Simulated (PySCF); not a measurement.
Consider C$_{8}$H$_{9}$NSi.

```xyz
19

N    -1.8258    1.8565   -0.5764
C    -1.2668    0.6016   -0.4367
C    -1.9963   -0.5469   -0.7998
C    -1.4453   -1.8173   -0.7001
C    -0.1403   -1.9962   -0.2274
C     0.6018   -0.8778    0.1312
C     0.0542    0.4222    0.0242
C     0.9654    1.5107    0.4179
C     2.2017    1.1839    0.8554
Si    2.3520   -0.6785    0.7931
H    -2.8332    1.8817   -0.6630
H    -1.4682    2.5845    0.0268
H    -3.0198   -0.4266   -1.1661
H    -2.0459   -2.6830   -0.9908
H     0.2795   -3.0019   -0.1474
H     0.6410    2.5548    0.3342
H     2.9262    1.9445    1.1525
H     2.5709   -1.3301    2.1224
H     3.4121   -1.1775   -0.1374
```

Geometry: PBE0-D3(BJ)/def2-SVP.

All numbers below come from PBE0/pcSseg-1, SCF density, gas phase, non-relativistic in PySCF.

> What can the converged electron density and electron localisation function tell about the bonding?

C–C (1.35 Å): the density is about 2.2 e/Å³ at the midpoint; the ELF peaks at about 0.90 between the atoms: localised, covalent bonding.
C–N (1.38 Å): ρ is about 2.2 e/Å³ halfway; the ELF peaks at about 0.95 between the atoms, as expected for localised, covalent bonding.
C–Si (1.87 Å): ρ is about 0.94 e/Å³ halfway; the ELF peaks at about 0.95 between the atoms; a covalent bond.
N–H (1.01 Å): the density is about 2.9 e/Å³ at the midpoint; the ELF climbs to about 1 towards the hydrogen, as it does in any bond to H: a covalent bond by its length.

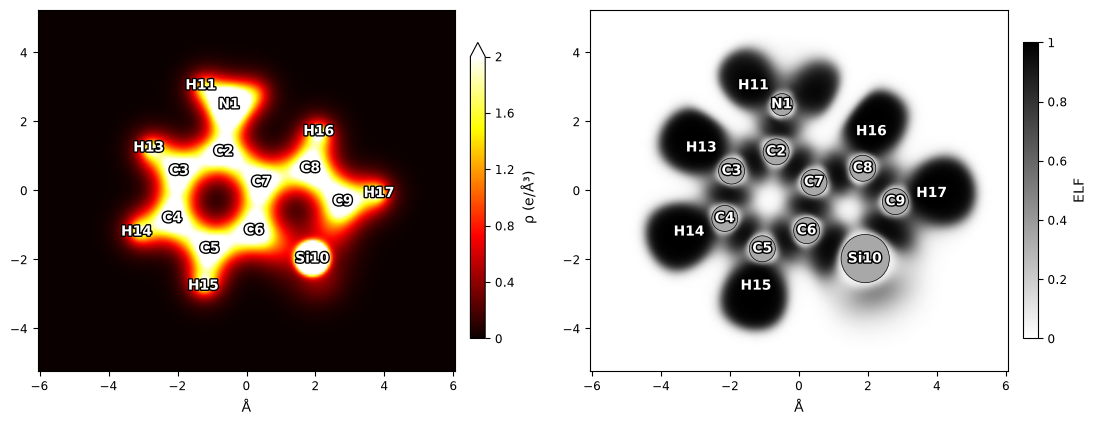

Computed electron density and electron localisation function on the plane of atoms Si10, C9 and H17, in this order. Grey discs cover the atomic cores in the ELF map. 
